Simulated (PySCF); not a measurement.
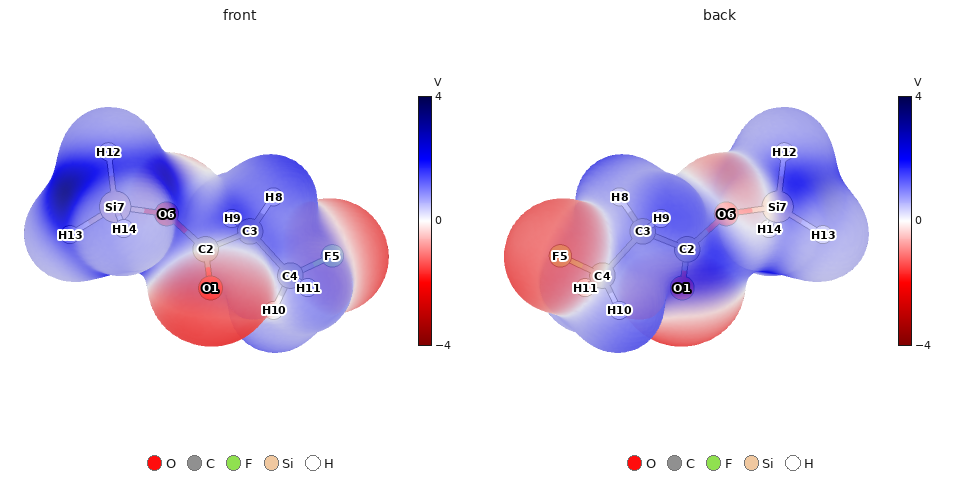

C3H7FO2Si (SMILES O=C(CCF)O[SiH3]). The electrostatic potential painted on the density surface at 0.004 e/bohr³, seen from the front and from behind; the colour scale runs from red (negative) to blue (positive).

Geometry: GFN2-xTB, MD frame at 250 fs, 200 K.

These are results of PySCF 2.14.0, PBE0/pcSseg-1, SCF density, gas phase, non-relativistic, not measurements.

Input file:

```
{"job": {"kind": "nmr", "xc": "PBE0", "basis": "pcSseg-1", "pop": false}, "charge": 0, "multiplicity": 1}
O     -0.267300    -1.550600     0.567100
C     -0.123800    -0.551900    -0.051000
C      1.269000     0.007100    -0.305400
C      2.371500    -1.030700    -0.086700
F      3.661300    -0.434300    -0.288100
O     -1.138200     0.272300    -0.338800
Si    -2.772800     0.326900    -0.077300
H      1.534700     0.882900     0.323200
H      1.322800     0.359400    -1.375000
H      2.334700    -1.895100    -0.788000
H      2.299800    -1.361000     0.966900
H     -2.948300     1.704200    -0.257400
H     -3.410500    -0.396500    -1.187700
H     -3.195000    -0.280400     1.178000
```

Launched as:

```sh
OMP_NUM_THREADS=1 python probes_run.py task.json out
```

Describe the electrostatic potential map.

The most negative region (about −1.5 V) lies over O1, the most positive (about +2.9 V) over Si7. O1 is the likeliest acceptor of a hydrogen bond.

How polar is the molecule by this calculation?

Its dipole moment is 2.62 D.
